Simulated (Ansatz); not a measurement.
The reference is GaN in the wurtzite structure (space group P6_3mc, No. 186; a = 3.183 Å, c = 5.184 Å).

One thing is altered: In replaces 16.7 % of the Ga, ordered in a cell of 12 atoms (starting symmetry R3) and fully relaxed.

Computed with Kohn–Sham DFT with the r2SCAN functional, run in Ansatz (a first-principles code) with PAW and 500 eV plane waves, spin-orbit coupling left out.

The zone is the changed cell's own and can be folded.

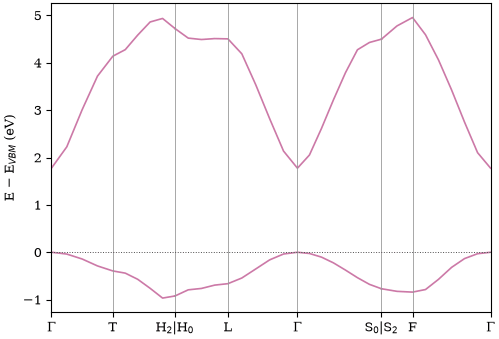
Figure. Highest valence and lowest conduction band along the path of the changed cell's own zone

The gap is 1.77 eV, direct at Γ; the base has 2.35 eV.

Each cell is one ordered arrangement of few atoms, which overstates ordering effects compared with a random alloy. No phonon test of stability was made. Labels are those of the standard path for the cell's own space group.
